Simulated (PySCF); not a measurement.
# AlClF$_{3}$H, SMILES `Cl.F[Al](F)F`: electronic structure

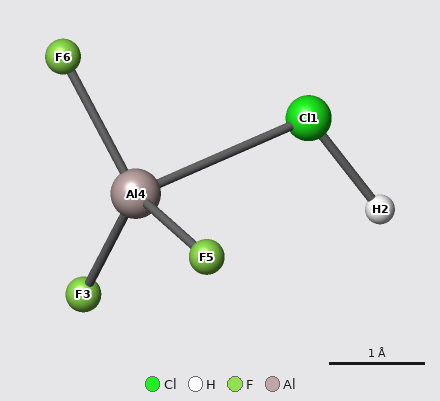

The molecule, with its atoms numbered as below.

Geometry (Å), atoms numbered from 1:

```
Cl1      1.6704    0.0840    0.0063
H2       2.1569   -1.0927    0.0297
F3      -0.8216   -0.9827   -1.3039
Al4     -0.5999    0.0042   -0.0058
F5      -0.8512   -0.6803    1.4693
F6      -0.8556    1.6197   -0.1723
```

## 1. Bonding charge

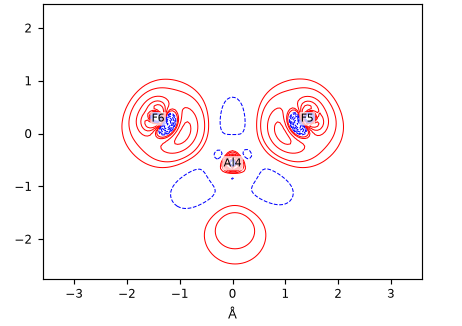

Deformation density (molecule less spherical, spin-averaged free atoms) in the plane of Al4, F5 and F6; contours at ±0.05 to ±0.8 e/Å³; solid red lines: gain, dashed blue lines: loss.

PySCF calculation, PBE0/def2-TZVP, gas phase; geometry: an unrelaxed start of a pair search.

> Describe the bonding that the map shows.

Al4–F6: +0.10 e/Å³ at the bond critical point (bond length 1.64 Å, Mayer order 1.1); up to 0.6 Å beside the axis the gain reaches +0.35 e/Å³. Al4–F5: +0.10 e/Å³ at the bond critical point (bond length 1.65 Å, Mayer order 1.1); up to 0.6 Å beside the axis the gain reaches +0.35 e/Å³. In all, 1.5 electrons gather in the regions of gain relative to the promolecule. A small or negative value marks a very polar bond, one between electron-rich atoms, whose free-atom densities already overlap strongly, a long bond to a heavier atom, or a closed-shell contact such as a hydrogen bond.

## 2. Bond critical points

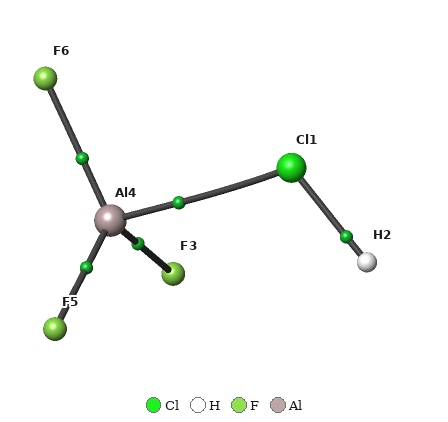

Molecular graph of the electron density (QTAIM): bond paths, bond critical points (green), ring points (magenta, if any); weak paths are dashed.

> How many critical points of each kind are there, and does the count close?

6 nuclei, 5 bond, 0 ring and 0 cage critical points: 6 − 5 + 0 − 0 = 1, as the Poincaré–Hopf relation requires.

> Tabulate density, Laplacian, ellipticity and energy density at the bond critical points (atomic units).

```csv
bond,length (Å),ρ (a.u.),∇²ρ (a.u.),ε,H (a.u.)
Cl1–H2,1.274,0.251,−0.78,0.01,−0.241
Al4–F6,1.644,0.116,+0.95,0.02,−0.011
Al4–F5,1.646,0.115,+0.94,0.01,−0.011
F3–Al4,1.646,0.115,+0.94,0.01,−0.011
Cl1–Al4,2.272,0.044,+0.20,0.04,−0.001
```

> What kind of interaction is Al4–F5?

Polar or intermediate (positive Laplacian, negative energy density H): ρ = 0.115, ∇²ρ = +0.94, H = −0.011 a.u.

## 3. Local ionisation energy

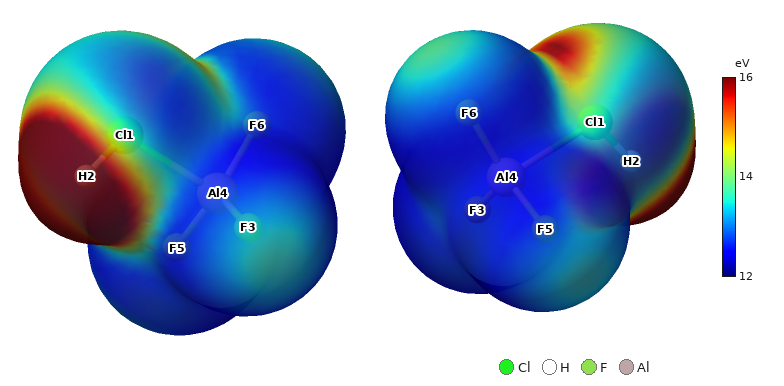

Average local ionisation energy on the surface of electron density 0.001 a.u. (back view left, front view right).

> Locate the minima of the map.

The lowest value is 12.2 eV, 1.8 Å from F5. Further minima include 12.3 eV, 1.8 Å from F5. For comparison, the highest occupied orbital lies at −10.8 eV.

> What volume does the surface enclose, and what is the dipole moment?

About 97 Å³; the dipole moment is 4.8 D.

## 4. Excited states

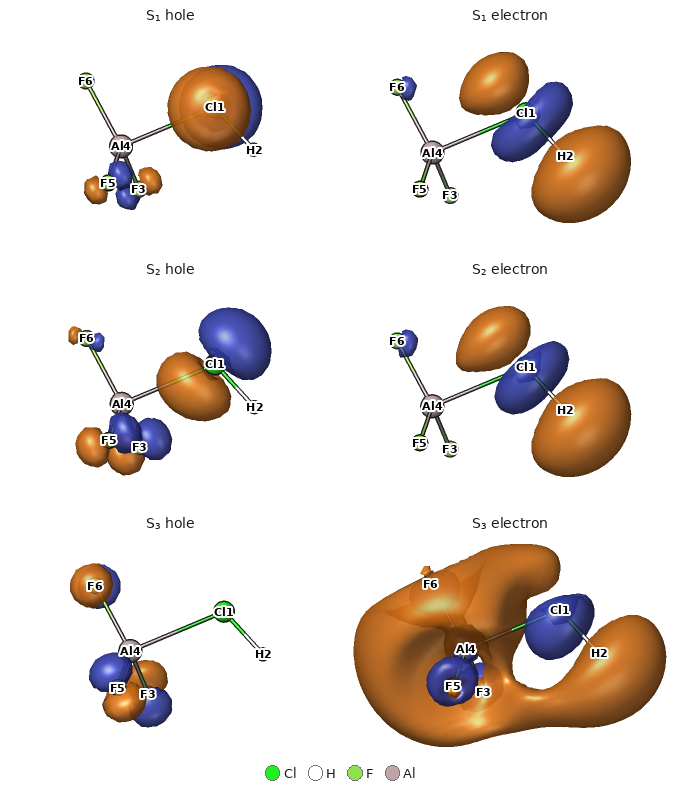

Leading natural transition orbitals (TDA singlet states).

Level of theory: LC-wPBE/def2-SVP (PySCF), at an unrelaxed start geometry of a pair search. Without diffuse functions Rydberg states are missing, so the states' numbers hold for this basis only.

> Describe these excited states.

By state:
- S₁: 9.01 eV (138 nm), f = 0.001 (very weak); the leading pair carries 99 %; hole on Cl1 (83 %), electron on H2 (48 %), Cl1 (43 %) and Al4 (7 %); their centroids lie 0.9 Å apart.
- S₂: 9.57 eV (130 nm), f = 0.018; the leading pair carries 99 %; hole on Cl1 (64 %), F3 (14 %) and F5 (12 %), electron on H2 (48 %), Cl1 (41 %) and Al4 (8 %); their centroids lie 1.1 Å apart.
- S₃: 9.72 eV (128 nm), f = 0.000 (very weak), partly diffuse acceptor orbital, which a basis without diffuse functions describes poorly; the leading pair carries 95 %; hole on F5 (33 %), F3 (31 %) and F6 (30 %), electron on Al4 (46 %), Cl1 (17 %) and H2 (16 %) (atom shares of so diffuse an orbital are rough); their centroids lie 0.8 Å apart.

The PySCF runs shown took 12 s and 64 s on 1 thread of Intel(R) Xeon(R) CPU @ 2.80GHz (Skylake/Cascade Lake) (shared host).
